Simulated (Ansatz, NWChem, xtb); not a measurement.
**Ligand exchange: BOF + KOH → B(OH)O + KF**

Species: BOF (fluoro(oxo)borane) `O=BF`, singlet; KOH `[OH][K]`, singlet; B(OH)O (oxoborinic acid), singlet; KF, singlet. The partners trade F for OH: B–F and K–OH bonds give way to B–OH and K–F.

Shapes, held fixed at every level: PBE0-D4/def2-TZVP. Programs: Ansatz 0.2.0, NWChem 7.3.0, xtb 6.7.1. The zero-point and thermal change to 298 K, harmonic and unscaled (PBE0-D4/def2-TZVP), is +0.1 kJ/mol.

| level | kind | ΔH(298 K) (kJ/mol) | less CCSD(T)/def2-TZVPP |
| --- | --- | --- | --- |
| GFN0-xTB | semi-empirical | -96.6 | -30.0 |
| HF/def2-SVP | Hartree–Fock | -85.7 | -19.1 |
| SPW92/def2-TZVPP | LDA | -75.3 | -8.7 |
| PBE0/def2-SVP | global hybrid | -75.4 | -8.8 |
| wB97X-V/def2-TZVPP | range-separated hybrid | -75.3 | -8.7 |
| B2PLYP/def2-TZVPP | double hybrid | -71.1 | -4.5 |
| CCSD/def2-SVP | coupled cluster or CI | -73.4 | -6.8 |
| CCSD(T)/def2-TZVPP | coupled cluster or CI | -66.6 | 0.0 |

The highest level, CCSD(T)/def2-TZVPP, gives ΔH(298 K) = -66.6 kJ/mol; the levels span -96.6 to -66.6. The column of differences is taken from that level and isn't an error. No measured value is set beside it here. Outer-core shells of K are correlated in most correlated rows, in sets that cover them unevenly. CCSD(T)/def2-TZVPP lies outside the range of all other levels here, so it shouldn't be taken on trust.

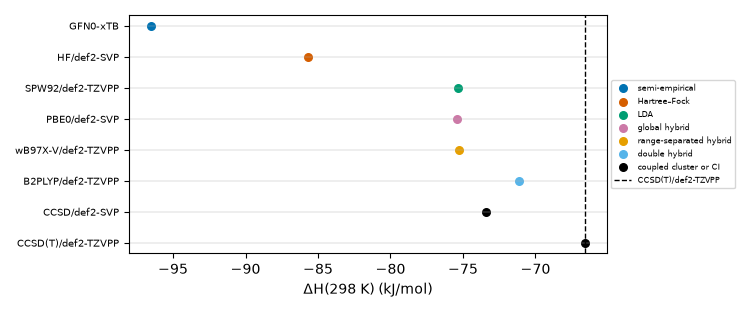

The values of the table, level by level.
